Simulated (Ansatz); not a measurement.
**A computed series for hypothetical anti-CdI2 type Li2O: pressure series**

Start from Li2O in the anti-CdI2 type structure (space group P-3m1, No. 164; a = 3.070 Å, c = 3.854 Å; a hypothetical phase, not in the database extracts checked; layered, stacked along the Cartesian z axis).

Cell and atoms are relaxed at each pressure.

All numbers come from r2SCAN+rVV10 (Ansatz, a first-principles code, PAW, no spin-orbit coupling).

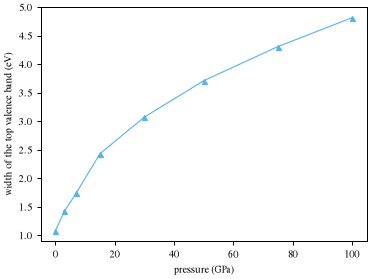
Figure. Width of the top valence band against pressure

Question: From the plot, what is the width of the top valence band for pressure 100 GPa?

Answer: About 4.8 eV.

Question: Is the trend monotonic over the range shown?

Answer: Yes, it rises throughout, spanning 1.08 eV to 4.81 eV.

From pressure 15 GPa on, the axis ratios lie over 15 % from the base's, so the cell there is far from its starting form. The levels and masses belong to the bands next to the band gap. Load acts through the strain it causes; cell and atoms are relaxed under it. No phonon test of stability was made. No other phases were tried under pressure.
